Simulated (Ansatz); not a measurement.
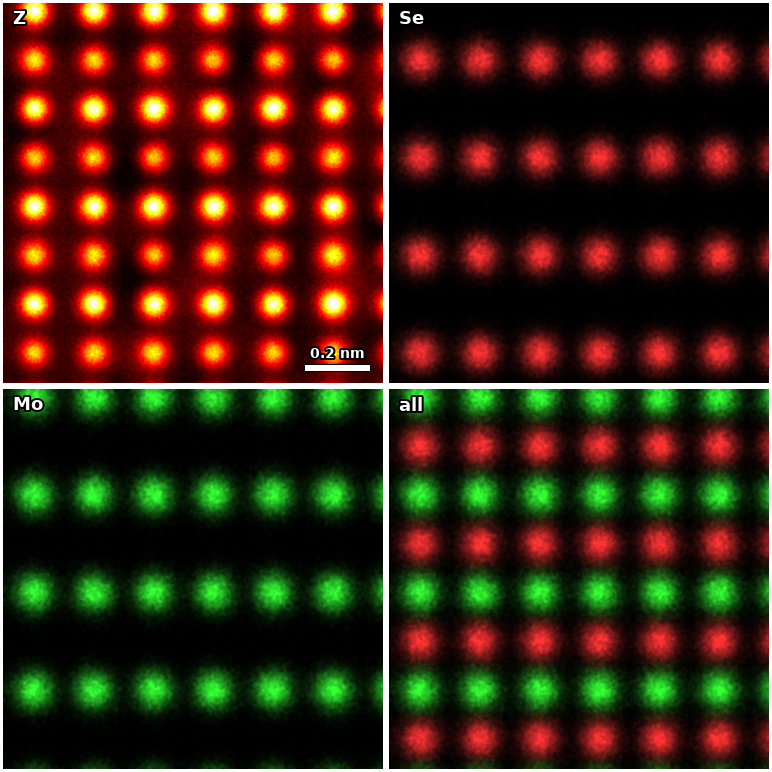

A crystal along [211]. Panel Z: Simulation: incoherent imaging, intensity Z^1.7 per atom, probe width 0.73 Å, thin sample. The probe carries 25 % of its weight in a tail 2.5 times as wide. Shot noise and the speckle of an amorphous layer were added. The other panels are simulated element maps (the number of atoms of one element along the beam, blurred by 0.9 Å, with counting noise; each on its own scale, no channelling); the last overlays them.

Which columns does each element occupy?

The projected cell (1.89 × 3.08 Å, 90°) holds 2 columns: 1 of Mo and 1 of Se. No column is shared by two of the mapped elements. The brightest columns of the Z-contrast image hold Mo.

The crystal is MoSe (Fm-3m, No. 225). Structure: the geometry given to an electronic-structure calculation, possibly off equilibrium; the starting structure was generated, so it need not be a known form of this composition.
